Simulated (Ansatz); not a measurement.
**YIn2Mo: relaxing a made-up structure**

This structure for YIn2Mo is made up. Its elements were placed in a known structure type with a cell scaled to their sizes. What cell does the guess relax to, and how far off was it?

Method: DFT, PBE, plane-wave PAW, files of the set soft_1, scalar-relativistic, no spin, cell and ions relaxed at zero pressure; PAW set soft_1, in the first sound run; inputs show where later runs differ, in Ansatz 0.2.0.

## (1) Set-up

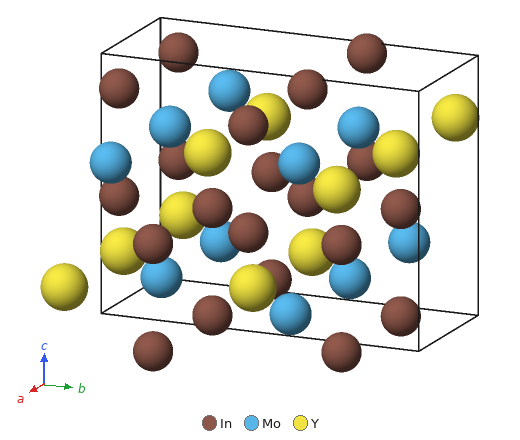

Start, viewed slightly off an axis; indium brown, molybdenum blue, yttrium yellow. 2×1×1 cells are drawn. This picture shows the conventional cell, with its axes. Some periodic images of atoms are drawn too.

## (2) Relaxing cell and atoms

The guess takes its coordinates from another compound and its volume from a rule, so the cell and any free coordinates are relaxed together.

Input file input.yaml:

```yaml
crystal:
  lattice:
    - [2.1995, -5.2275, 0.0]
    - [2.1995, 5.2275, 0.0]
    - [0.0, 0.0, 8.12]
  atoms:
    - { symbol: In, position: [0.3501, 0.6499, 0.0435] }
    - { symbol: In, position: [0.6499, 0.3501, 0.9565] }
    - { symbol: In, position: [0.3501, 0.6499, 0.4565] }
    - { symbol: In, position: [0.6499, 0.3501, 0.5435] }
    - { symbol: Mo, position: [0.2168, 0.7832, 0.75] }
    - { symbol: Mo, position: [0.7832, 0.2168, 0.25] }
    - { symbol: "Y", position: [0.071, 0.929, 0.25] }
    - { symbol: "Y", position: [0.929, 0.071, 0.75] }
kpoints:
  mp_grid: { grid: [7, 7, 4] }
scf:
  occupations: { method: fermi_dirac, width: 0.05 }
hamiltonian:
  xc: pbe
  pseudopotentials: { kind: paw, azcp: { folder: soft_1 } }
relax:
  f_tol: 0.015
  max_steps: 70
  cell: {}
output:
  forces: true
  stress: true
```

Started as:

```console
$ ansatz run input.yaml --threads 4 --pin off --max-ram 10240MiB --backend cpu --events-out ev --progress --plain --runs-dir out
```

Numbers of over 12 decimals in the logs are rounded to 6 here.

What it wrote:

```text
Engine: ansatz 0.2.0, aarch64-unknown-linux-gnu
Pseudopotentials: kind: paw
Pseudopotential: In, paw, valence charge 13, recommended cutoff 420 eV (normal), soft_1/In.paw.azcp
Pseudopotential: Mo, paw, valence charge 14, recommended cutoff 420 eV (normal), soft_1/Mo.paw.azcp
Pseudopotential: Y, paw, valence charge 11, recommended cutoff 420 eV (normal), soft_1/Y.paw.azcp
Functional definition: PBE
  parameter kappa = 0.804
  parameter beta = 0.066725
  exchange = pbe_x(kappa = kappa, mu = beta*pi^2/3)
  correlation = pbe_c(beta = beta)
Crystal: 8 atoms, lattice volume = 186.726 Å³
Basis set: ecut = 420 eV, 3697 PW (Γ), exchange–correlation on 80×80×120 points (8 copies of the dense FFT grid, shifted against one another)
Bands: 62, of which v1, the nominal top of the filled ones, is band 51 counted from 1 (50 counted from 0)
Symmetry: 8 space group operations
Space group: Cmcm (ITA 63), of the structure as read, at distance tolerance 5.7e-5 Å
k-points: 48 of 196
Non-local potential: In, projectors of the file, l = 0: 2, l = 1: 2, l = 2: 2, l = 3: 1
Non-local potential: Mo, projectors of the file, l = 0: 3, l = 1: 2, l = 2: 2, l = 3: 1
Non-local potential: Y, projectors of the file, l = 0: 3, l = 1: 2, l = 2: 2, l = 3: 1
PAW form: soft (Blöchl's): semilocal exchange-correlation on the pseudo side does not see the compensation charge
PAW one-centre angular grid: In, 590 points (default); XC on 64 Gauss nodes
PAW one-centre angular grid: Mo, 590 points (default); XC on 64 Gauss nodes
PAW one-centre angular grid: Y, 590 points (default); XC on 64 Gauss nodes
Initial density: superposition of atomic densities (chi_scale 0.1, normalization cell, long waves kept (reshape's long-wave potential 0.00 eV rms))
Initial wavefunctions: pseudopotential atomic-orbital guess
Functional: x = pbe(κ = 0.804, μ = 0.219515), c = pbe(β = 0.066725)
SCF iter   1: F=—  HF=-40006.597373 eV  |F-HF|=—  |Δ(HF+E_count)|=         —  Δρ=1.09e-1  dr2=5.63e1  ethr=3.10e-3  ⟨swp⟩=6.2  Hψ=10442  notcnv=0
preconditioner: auto → Kerker (q_TF=auto, 2.467 Å⁻¹)  [metal: Δε(μ)=0.009 eV  Ē_g=10.613 eV  σ=0.050 eV  W_gap=0.04  n_scr=50 (ndim 8)  ℏωp=22.7 eV  f_vac=0.000  D(μ)=7.20/eV (n_scr^D=58)]
SCF iter   2: F=—  HF=-40000.940644 eV  |F-HF|=—  |Δ(HF+E_count)|=    5.66e0  Δρ=4.65e-2  dr2=9.25e0  ethr=3.10e-3  ⟨swp⟩=3.0  Hψ=6542  notcnv=0  defer=51
SCF iter   3: F=—  HF=-40000.112404 eV  |F-HF|=—  |Δ(HF+E_count)|=   8.28e-1  Δρ=1.39e-2  dr2=8.37e-1  ethr=3.10e-3  ⟨swp⟩=3.2  Hψ=5072  notcnv=0  defer=59
SCF iter   4: F=—  HF=-40000.052286 eV  |F-HF|=—  |Δ(HF+E_count)|=   6.01e-2  Δρ=1.06e-2  dr2=3.58e-1  ethr=8.21e-4  ⟨swp⟩=3.0  Hψ=4538  notcnv=0  defer=87
SCF iter   5: F=—  HF=-40000.021310 eV  |F-HF|=—  |Δ(HF+E_count)|=   3.10e-2  Δρ=5.79e-3  dr2=1.15e-1  ethr=3.51e-4  ⟨swp⟩=2.1  Hψ=3298  notcnv=0  defer=86
SCF iter   6: F=—  HF=-40000.009693 eV  |F-HF|=—  |Δ(HF+E_count)|=   1.16e-2  Δρ=1.47e-3  dr2=6.90e-3  ethr=1.13e-4  ⟨swp⟩=2.0  Hψ=3589  notcnv=0  defer=86
SCF iter   7: F=—  HF=-40000.008962 eV  |F-HF|=—  |Δ(HF+E_count)|=   7.31e-4  Δρ=3.33e-4  dr2=3.67e-4  ethr=6.76e-6  ⟨swp⟩=2.0  Hψ=3326  notcnv=0  defer=86
SCF iter   8: F=—  HF=-40000.008914 eV  |F-HF|=—  |Δ(HF+E_count)|=   4.83e-5  Δρ=3.73e-5  dr2=4.07e-6  ethr=3.60e-7  ⟨swp⟩=2.0  Hψ=3488  notcnv=0  defer=86
SCF iter   9: F=—  HF=-40000.008885 eV  |F-HF|=—  |Δ(HF+E_count)|=   2.87e-5  Δρ=2.37e-5  dr2=1.88e-6  ethr=3.99e-9  ⟨swp⟩=2.1  Hψ=5242  notcnv=0  defer=86
SCF iter  10: F=-40000.008885 eV  HF=-40000.008885 eV  |F-HF|=4.40e-8  |Δ(HF+E_count)|=   2.04e-7  Δρ=4.51e-6  dr2=6.24e-8  ethr=9.80e-11  ⟨swp⟩=3.0  Hψ=11043  notcnv=0
SCF 1 converged in 10 iterations: F = -40000.008885 eV  dr2 = 6.24e-8
  greatest PAW one-centre occupation: 0.999 electrons in one spin orbital (limit 2), on the Mo atom at site 5 (counted from 0), in its partial waves of l = 0
relax step   1: F+E_penalty+E_count = -40000.00888516 eV  Δ(F+E_penalty+E_count) = +0.000e0 eV  max|allowed force component| = 8.575e-1 eV/Å  Δτ_max = 0.0000 Å  P = +1.629 GPa  Ω = 186.726 Å³  (10 SCF iters, dr2 threshold 1.00e-7 eV, accepted)
Crystal: 8 atoms, lattice volume = 187.583 Å³
Basis set: ecut = 420 eV, 3665 PW (Γ), exchange–correlation on 80×80×120 points (8 copies of the dense FFT grid, shifted against one another)
Initial density: handed on by an earlier stage of this run
Initial wavefunctions: those handed on with the density
iter 1 solved again at ethr=2.09e-3 eV; its pass at ethr=3.10e-3 eV (dr2=2.13e0 eV) is discarded
SCF iter   1: F=—  HF=-40000.643908 eV  |F-HF|=—  |Δ(HF+E_count)|=         —  Δρ=2.05e-2  dr2=2.13e0  ethr=2.09e-3  ⟨swp⟩=1.3  Hψ=16430  notcnv=0
preconditioner: auto → Kerker (q_TF=auto, 2.465 Å⁻¹)  [metal: Δε(μ)=0.018 eV  Ē_g=13.039 eV  σ=0.050 eV  W_gap=0.09  n_scr=50 (ndim 8)  ℏωp=24.6 eV  f_vac=0.000  D(μ)=7.64/eV (n_scr^D=58)]
SCF iter   2: F=—  HF=-40000.466280 eV  |F-HF|=—  |Δ(HF+E_count)|=   1.78e-1  Δρ=1.03e-2  dr2=6.10e-1  ethr=2.09e-3  ⟨swp⟩=1.0  Hψ=2976  notcnv=0
SCF iter   3: F=—  HF=-40000.395857 eV  |F-HF|=—  |Δ(HF+E_count)|=   7.04e-2  Δρ=1.73e-3  dr2=1.19e-2  ethr=5.98e-4  ⟨swp⟩=2.2  Hψ=3849  notcnv=0
SCF iter   4: F=—  HF=-40000.393931 eV  |F-HF|=—  |Δ(HF+E_count)|=   1.93e-3  Δρ=4.69e-4  dr2=8.13e-4  ethr=1.17e-5  ⟨swp⟩=2.7  Hψ=4900  notcnv=0  defer=1
SCF iter   5: F=—  HF=-40000.393807 eV  |F-HF|=—  |Δ(HF+E_count)|=   1.23e-4  Δρ=1.70e-4  dr2=8.13e-5  ethr=7.97e-7  ⟨swp⟩=2.0  Hψ=4543  notcnv=0  defer=1
SCF iter   6: F=—  HF=-40000.393780 eV  |F-HF|=—  |Δ(HF+E_count)|=   2.75e-5  Δρ=6.10e-5  dr2=1.28e-5  ethr=7.97e-8  ⟨swp⟩=2.0  Hψ=4589  notcnv=0  defer=1
SCF iter   7: F=-40000.393779 eV  HF=-40000.393779 eV  |F-HF|=3.11e-7  |Δ(HF+E_count)|=   7.09e-7  Δρ=2.00e-5  dr2=7.24e-7  ethr=7.84e-10  ⟨swp⟩=2.8  Hψ=11565  notcnv=0
SCF 2 converged in 7 iterations: F = -40000.393779 eV  dr2 = 7.24e-7
relax step   2: F+E_penalty+E_count = -40000.39377894 eV  Δ(F+E_penalty+E_count) = -3.849e-1 eV  max|allowed force component| = 3.856e-1 eV/Å  Δτ_max = 0.1949 Å  P = -0.621 GPa  Ω = 187.583 Å³  energy of the carried Pulay correction = -1.217e-4 eV  (7 SCF iters, dr2 threshold 8.00e-7 eV, accepted)
Crystal: 8 atoms, lattice volume = 187.310 Å³
Basis set: ecut = 420 eV, 3651 PW (Γ), exchange–correlation on 80×80×120 points (8 copies of the dense FFT grid, shifted against one another)
iter 1 solved again at ethr=3.66e-5 eV; its pass at ethr=3.10e-3 eV (dr2=3.73e-2 eV) is discarded
SCF iter   1: F=—  HF=-40000.488471 eV  |F-HF|=—  |Δ(HF+E_count)|=         —  Δρ=3.50e-3  dr2=3.76e-2  ethr=3.66e-5  ⟨swp⟩=2.1  Hψ=13951  notcnv=0
preconditioner: auto → Kerker (q_TF=auto, 2.465 Å⁻¹)  [metal: Δε(μ)=0.002 eV  Ē_g=12.939 eV  σ=0.050 eV  W_gap=0.01  n_scr=54 (ndim 8)  ℏωp=24.6 eV  f_vac=0.000  D(μ)=8.97/eV (n_scr^D=78)]
SCF iter   2: F=—  HF=-40000.483984 eV  |F-HF|=—  |Δ(HF+E_count)|=   4.49e-3  Δρ=1.89e-3  dr2=1.28e-2  ethr=3.66e-5  ⟨swp⟩=1.0  Hψ=2976  notcnv=0
SCF iter   3: F=—  HF=-40000.482035 eV  |F-HF|=—  |Δ(HF+E_count)|=   1.95e-3  Δρ=3.18e-4  dr2=2.73e-4  ethr=1.26e-5  ⟨swp⟩=2.1  Hψ=3602  notcnv=0
SCF iter   4: F=—  HF=-40000.482009 eV  |F-HF|=—  |Δ(HF+E_count)|=   2.54e-5  Δρ=8.99e-5  dr2=2.91e-5  ethr=2.68e-7  ⟨swp⟩=2.9  Hψ=5298  notcnv=0
SCF iter   5: F=—  HF=-40000.482006 eV  |F-HF|=—  |Δ(HF+E_count)|=   2.86e-6  Δρ=3.04e-5  dr2=2.82e-6  ethr=2.85e-8  ⟨swp⟩=2.9  Hψ=5289  notcnv=0
SCF iter   6: F=-40000.482005 eV  HF=-40000.482006 eV  |F-HF|=1.17e-7  |Δ(HF+E_count)|=   6.02e-7  Δρ=9.48e-6  dr2=2.62e-7  ethr=7.84e-10  ⟨swp⟩=4.0  Hψ=9789  notcnv=0
SCF 3 converged in 6 iterations: F = -40000.482005 eV  dr2 = 2.62e-7
relax step   3: F+E_penalty+E_count = -40000.48200550 eV  Δ(F+E_penalty+E_count) = -8.823e-2 eV  max|allowed force component| = 7.724e-2 eV/Å  Δτ_max = 0.0487 Å  P = -0.322 GPa  Ω = 187.310 Å³  energy of the carried Pulay correction = -8.314e-5 eV  (6 SCF iters, dr2 threshold 8.00e-7 eV, accepted)
Crystal: 8 atoms, lattice volume = 186.055 Å³
Basis set: ecut = 420 eV, 3619 PW (Γ), exchange–correlation on 80×80×120 points (8 copies of the dense FFT grid, shifted against one another)
iter 1 solved again at ethr=2.37e-5 eV; its pass at ethr=3.10e-3 eV (dr2=2.42e-2 eV) is discarded
SCF iter   1: F=—  HF=-40000.496068 eV  |F-HF|=—  |Δ(HF+E_count)|=         —  Δρ=2.43e-3  dr2=2.09e-2  ethr=2.37e-5  ⟨swp⟩=2.4  Hψ=15305  notcnv=0
preconditioner: auto → Kerker (q_TF=auto, 2.468 Å⁻¹)  [metal: Δε(μ)=0.017 eV  Ē_g=12.950 eV  σ=0.050 eV  W_gap=0.09  n_scr=54 (ndim 8)  ℏωp=24.7 eV  f_vac=0.000  D(μ)=8.34/eV (n_scr^D=78)]
SCF iter   2: F=—  HF=-40000.493835 eV  |F-HF|=—  |Δ(HF+E_count)|=   2.23e-3  Δρ=1.31e-3  dr2=6.72e-3  ethr=2.05e-5  ⟨swp⟩=1.0  Hψ=2976  notcnv=0
SCF iter   3: F=—  HF=-40000.492763 eV  |F-HF|=—  |Δ(HF+E_count)|=   1.07e-3  Δρ=2.11e-4  dr2=1.38e-4  ethr=6.59e-6  ⟨swp⟩=2.0  Hψ=3395  notcnv=0
SCF iter   4: F=—  HF=-40000.492733 eV  |F-HF|=—  |Δ(HF+E_count)|=   3.06e-5  Δρ=6.77e-5  dr2=1.00e-5  ethr=1.35e-7  ⟨swp⟩=2.5  Hψ=5075  notcnv=0
SCF iter   5: F=—  HF=-40000.492731 eV  |F-HF|=—  |Δ(HF+E_count)|=   1.89e-6  Δρ=2.27e-5  dr2=1.37e-6  ethr=9.82e-9  ⟨swp⟩=2.0  Hψ=4144  notcnv=0
SCF iter   6: F=-40000.492731 eV  HF=-40000.492731 eV  |F-HF|=2.16e-8  |Δ(HF+E_count)|=   9.09e-8  Δρ=5.58e-6  dr2=8.50e-8  ethr=7.84e-10  ⟨swp⟩=4.0  Hψ=8814  notcnv=0
SCF 4 converged in 6 iterations: F = -40000.492731 eV  dr2 = 8.50e-8
relax step   4: F+E_penalty+E_count = -40000.49273079 eV  Δ(F+E_penalty+E_count) = -1.073e-2 eV  max|allowed force component| = 2.315e-2 eV/Å  Δτ_max = 0.0140 Å  P = +0.289 GPa  Ω = 186.055 Å³  energy of the carried Pulay correction = +9.589e-5 eV  (6 SCF iters, dr2 threshold 8.00e-7 eV, accepted)
Crystal: 8 atoms, lattice volume = 186.879 Å³
Basis set: ecut = 420 eV, 3623 PW (Γ), exchange–correlation on 80×80×120 points (8 copies of the dense FFT grid, shifted against one another)
iter 1 solved again at ethr=4.84e-6 eV; its pass at ethr=3.10e-3 eV (dr2=4.94e-3 eV) is discarded
SCF iter   1: F=—  HF=-40000.494089 eV  |F-HF|=—  |Δ(HF+E_count)|=         —  Δρ=9.74e-4  dr2=5.12e-3  ethr=4.84e-6  ⟨swp⟩=3.0  Hψ=13024  notcnv=0
preconditioner: auto → Kerker (q_TF=auto, 2.466 Å⁻¹)  [metal: Δε(μ)=0.018 eV  Ē_g=12.948 eV  σ=0.050 eV  W_gap=0.09  n_scr=54 (ndim 8)  ℏωp=24.6 eV  f_vac=0.000  D(μ)=8.63/eV (n_scr^D=78)]
SCF iter   2: F=—  HF=-40000.493709 eV  |F-HF|=—  |Δ(HF+E_count)|=   3.80e-4  Δρ=5.01e-4  dr2=1.41e-3  ethr=4.84e-6  ⟨swp⟩=1.0  Hψ=2976  notcnv=0
SCF iter   3: F=—  HF=-40000.493562 eV  |F-HF|=—  |Δ(HF+E_count)|=   1.46e-4  Δρ=7.16e-5  dr2=2.27e-5  ethr=1.38e-6  ⟨swp⟩=1.8  Hψ=3081  notcnv=0
SCF iter   4: F=—  HF=-40000.493539 eV  |F-HF|=—  |Δ(HF+E_count)|=   2.32e-5  Δρ=2.16e-5  dr2=1.40e-6  ethr=2.23e-8  ⟨swp⟩=2.4  Hψ=4216  notcnv=0
iter 5 did not close the SCF: its close was put off for the readings that it lacked (scf_convergence_deferred on its scf_iter line)
SCF iter   5: F=-40000.493539 eV  HF=-40000.493539 eV  |F-HF|=1.02e-7  |Δ(HF+E_count)|=   3.42e-7  Δρ=7.89e-6  dr2=1.84e-7  ethr=1.37e-9  ⟨swp⟩=2.0  Hψ=4597  notcnv=0
SCF iter   6: F=-40000.493539 eV  HF=-40000.493539 eV  |F-HF|=2.14e-9  |Δ(HF+E_count)|=   3.10e-8  Δρ=2.09e-6  dr2=1.08e-8  ethr=1.80e-10  ⟨swp⟩=2.0  Hψ=9874  notcnv=0
SCF 5 converged in 6 iterations: F = -40000.493539 eV  dr2 = 1.08e-8
relax step   5: F+E_penalty+E_count = -40000.49353879 eV  Δ(F+E_penalty+E_count) = -8.080e-4 eV  max|allowed force component| = 1.386e-2 eV/Å  Δτ_max = 0.0062 Å  P = -0.048 GPa  Ω = 186.879 Å³  energy of the carried Pulay correction = -2.191e-5 eV  (6 SCF iters, dr2 threshold 2.80e-7 eV, accepted)
Crystal: 8 atoms, lattice volume = 186.770 Å³
iter 1 solved again at ethr=1.75e-7 eV; its pass at ethr=3.10e-3 eV (dr2=1.79e-4 eV) is discarded
SCF iter   1: F=—  HF=-40000.493665 eV  |F-HF|=—  |Δ(HF+E_count)|=         —  Δρ=2.53e-4  dr2=1.87e-4  ethr=1.75e-7  ⟨swp⟩=2.1  Hψ=10833  notcnv=0
preconditioner: auto → Kerker (q_TF=auto, 2.467 Å⁻¹)  [metal: Δε(μ)=0.006 eV  Ē_g=12.940 eV  σ=0.050 eV  W_gap=0.03  n_scr=54 (ndim 8)  ℏωp=24.6 eV  f_vac=0.000  D(μ)=8.52/eV (n_scr^D=78)]
SCF iter   2: F=—  HF=-40000.493645 eV  |F-HF|=—  |Δ(HF+E_count)|=   1.97e-5  Δρ=1.44e-4  dr2=5.80e-5  ethr=1.75e-7  ⟨swp⟩=1.0  Hψ=2976  notcnv=0
SCF iter   3: F=—  HF=-40000.493640 eV  |F-HF|=—  |Δ(HF+E_count)|=   5.31e-6  Δρ=2.10e-5  dr2=1.57e-6  ethr=5.69e-8  ⟨swp⟩=2.1  Hψ=3793  notcnv=0
SCF iter   4: F=—  HF=-40000.493618 eV  |F-HF|=—  |Δ(HF+E_count)|=   2.19e-5  Δρ=5.35e-6  dr2=8.40e-8  ethr=1.54e-9  ⟨swp⟩=2.7  Hψ=5300  notcnv=0
iter 5 did not close the SCF: its close was put off for the readings that it lacked (scf_convergence_deferred on its scf_iter line)
SCF iter   5: F=-40000.493618 eV  HF=-40000.493618 eV  |F-HF|=4.22e-9  |Δ(HF+E_count)|=   1.22e-8  Δρ=1.92e-6  dr2=8.51e-9  ethr=8.24e-11  ⟨swp⟩=2.0  Hψ=4601  notcnv=0
SCF iter   6: F=-40000.493618 eV  HF=-40000.493618 eV  |F-HF|=4.95e-10  |Δ(HF+E_count)|=   1.28e-9  Δρ=6.68e-7  dr2=1.22e-9  ethr=8.35e-12  ⟨swp⟩=2.6  Hψ=10282  notcnv=0
SCF 6 converged in 6 iterations: F = -40000.493618 eV  dr2 = 1.22e-9
relax step   6: F+E_penalty+E_count = -40000.49361814 eV  Δ(F+E_penalty+E_count) = -7.935e-5 eV  max|allowed force component| = 1.912e-3 eV/Å  Δτ_max = 0.0028 Å  P = -0.006 GPa  Ω = 186.770 Å³  energy of the carried Pulay correction = -6.298e-6 eV  (6 SCF iters, dr2 threshold 9.46e-9 eV, accepted)
Initial wavefunctions: pseudopotential atomic-orbital guess (no wavefunctions were taken with the density)
iter 1 solved again at ethr=6.61e-8 eV; its pass at ethr=3.10e-3 eV (dr2=6.74e-5 eV) is discarded
SCF iter   1: F=—  HF=-40000.493107 eV  |F-HF|=—  |Δ(HF+E_count)|=         —  Δρ=2.39e-4  dr2=3.22e-6  ethr=6.61e-8  ⟨swp⟩=3.1  Hψ=18937  notcnv=0
preconditioner: auto → Kerker (q_TF=auto, 2.467 Å⁻¹)  [metal: Δε(μ)=0.019 eV  Ē_g=12.947 eV  σ=0.050 eV  W_gap=0.09  n_scr=54 (ndim 8)  ℏωp=24.6 eV  f_vac=0.000  D(μ)=8.53/eV (n_scr^D=78)]
SCF iter   2: F=—  HF=-40000.493469 eV  |F-HF|=—  |Δ(HF+E_count)|=   3.61e-4  Δρ=1.21e-4  dr2=8.38e-7  ethr=3.15e-9  ⟨swp⟩=1.0  Hψ=2979  notcnv=0
SCF iter   3: F=—  HF=-40000.493591 eV  |F-HF|=—  |Δ(HF+E_count)|=   1.22e-4  Δρ=2.36e-6  dr2=1.95e-9  ethr=8.22e-10  ⟨swp⟩=2.6  Hψ=4904  notcnv=0
SCF iter   4: F=—  HF=-40000.493591 eV  |F-HF|=—  |Δ(HF+E_count)|=   1.67e-8  Δρ=4.90e-7  dr2=1.58e-10  ethr=1.91e-12  ⟨swp⟩=2.0  Hψ=5023  notcnv=0
iter 5 did not close the SCF: its close was put off for the readings that it lacked (scf_convergence_deferred on its scf_iter line)
SCF iter   5: F=-40000.493591 eV  HF=-40000.493591 eV  |F-HF|=0.00e0  |Δ(HF+E_count)|=  6.77e-10  Δρ=6.86e-8  dr2=1.85e-11  ethr=1.00e-12  ⟨swp⟩=1.0  Hψ=2976  notcnv=0
iter 6 did not close the SCF: its close was put off for the readings that it lacked (scf_convergence_deferred on its scf_iter line)
SCF iter   6: F=-40000.493591 eV  HF=-40000.493591 eV  |F-HF|=7.28e-12  |Δ(HF+E_count)|=  7.28e-12  Δρ=2.76e-8  dr2=2.63e-12  ethr=1.00e-12  ⟨swp⟩=1.0  Hψ=2976  notcnv=0
iter 7 did not close the SCF: its close was put off for the readings that it lacked (scf_convergence_deferred on its scf_iter line)
SCF iter   7: F=-40000.493591 eV  HF=-40000.493591 eV  |F-HF|=7.28e-12  |Δ(HF+E_count)|=    0.00e0  Δρ=1.03e-8  dr2=2.59e-13  ethr=1.00e-12  ⟨swp⟩=1.0  Hψ=2976  notcnv=0
iter 8 did not close the SCF: its close was put off for the readings that it lacked (scf_convergence_deferred on its scf_iter line)
SCF iter   8: F=-40000.493591 eV  HF=-40000.493591 eV  |F-HF|=1.46e-11  |Δ(HF+E_count)|=  7.28e-12  Δρ=2.84e-9  dr2=1.50e-14  ethr=1.00e-12  ⟨swp⟩=1.0  Hψ=2976  notcnv=0
SCF iter   9: F=-40000.493591 eV  HF=-40000.493591 eV  |F-HF|=7.28e-12  |Δ(HF+E_count)|=  7.28e-12  Δρ=9.48e-10  dr2=1.81e-15  ethr=1.00e-12  ⟨swp⟩=1.0  Hψ=6145  notcnv=0
SCF 7 converged in 9 iterations: F = -40000.493591 eV  dr2 = 1.81e-15
relax step   7: F+E_penalty+E_count = -40000.49359100 eV  Δ(F+E_penalty+E_count) = +2.714e-5 eV  max|allowed force component| = 2.092e-3 eV/Å  Δτ_max = 0.0000 Å  P = -0.010 GPa  Ω = 186.770 Å³  stress off target by 1.61e-2 GPa  SCF on the basis re-selected at this cell (its energy is not comparable with the rows above)  (9 SCF iters)
basis re-selected at this cell: Δ(F+E_penalty+E_count) = +2.714e-5 eV, ΔP = -0.004 GPa vs the last step (what re-selecting the basis moved, of the pressure what is left beyond the Pulay correction that the steps carried, after the strain that the cell walked since its last selection, with what the two solves' SCF thresholds leave and, on support functions, any second-order correction that the steps lacked; it is no m [...]
SCF converged after 9 iterations
Free energy (F): -40000.493591 eV
Harris-Foulkes:  -40000.493591 eV  (|F-HF|=7.28e-12)
Internal energy: -40000.426950 eV  (E = F + TS)
E sigma→0 (E₀):  -40000.460270 eV
Entropy (-TS):   -0.066641 eV (-8.330 meV/atom)
Fermi energy:    12.487198 eV
--- Per-component energies (eV) ---
  E_band       = -462.889099
  E_kinetic    = 2351.545198
  E_local      = -7327.236617  (includes V_loc(G=0)·N_el)
  E_nonlocal   = 1660.896585
  E_hartree    = 2782.214427
  E_xc         = -1282.561741
  E_vxc        = -1209.392763  (∫ρ·V_xc dr)
  E_paw        = -28891.180464  (= ΣΔE_a)
  E_vpaw       = -1503.131085  (= ΣTr[D̂ρ^β])
  E_aug_tail   = 0.000727  (compensation charges beyond the density's cutoff)
  E_ewald      = -9294.105065
  E_smearing   = -0.066641  (= −TS)
  E_closure    = -0.000000  (closes the sum)
  Σ components = -40000.493591   (vs F -40000.493591, Δ=0.00e0)
--- Forces (eV/Å), atoms counted from 1 ---
  atom   1  In    -0.00000000     0.00021134    -0.00023293
  atom   2  In     0.00000000    -0.00021134     0.00023293
  atom   3  In    -0.00000000     0.00021134     0.00023293
  atom   4  In     0.00000000    -0.00021134    -0.00023293
  atom   5  Mo    -0.00000000    -0.00209235    -0.00000000
  atom   6  Mo     0.00000000     0.00209235     0.00000000
  atom   7  Y      0.00000000     0.00006488    -0.00000000
  atom   8  Y     -0.00000000    -0.00006488     0.00000000
  max |Σ_I F_I| component: 5.20e-17 eV/Å
--- Stress (GPa, compression-positive) ---
       -0.014590       0.000000       0.000000
        0.000000      -0.016074       0.000000
        0.000000       0.000000       0.000910
  P = ⅓ Tr σ = -0.0099 GPa (-0.099 kbar)
--- Relaxed structure (6 steps of the walk, 6 accepted, 1 SCFs on fresh bases) ---
  F+E_penalty+E_count = -40000.49359100 eV   max|allowed force component| = 2.092e-3 eV/Å   (the final SCF, on the basis selected at the relaxed cell)
  cell:  # Å, volume = 186.7698 Å³
    - [2.090243, -5.495188, 0.0]
    - [2.090243, 5.495188, 0.0]
    - [0.0, 0.0, 8.130127]
  atoms:
    - { symbol: In, position: [0.364096, 0.635904, 0.045419] }
    - { symbol: In, position: [0.635904, 0.364096, 0.954581] }
    - { symbol: In, position: [0.364096, 0.635904, 0.454581] }
    - { symbol: In, position: [0.635904, 0.364096, 0.545419] }
    - { symbol: Mo, position: [0.212403, 0.787597, 0.75] }
    - { symbol: Mo, position: [0.787597, 0.212403, 0.25] }
    - { symbol: Y, position: [0.065960, 0.934040, 0.25] }
    - { symbol: Y, position: [0.934040, 0.065960, 0.75] }
```

Run time: 51 s. Hardware: 4 threads of Arm Neoverse V1, shared host; peak memory 0.88 GiB; 3.3 min of CPU time.

(Part 1 of 2 ends here.)

[Logs are printed without paths, hosts, clocks, repeated set-up lines and the standing remarks that a program may print on its own settings, such as how far it seeks lower states.]

[Hosts, paths, dates, database ids (printed as entryN), source tags and the programs' standing remarks are cut or masked in the printed files.]
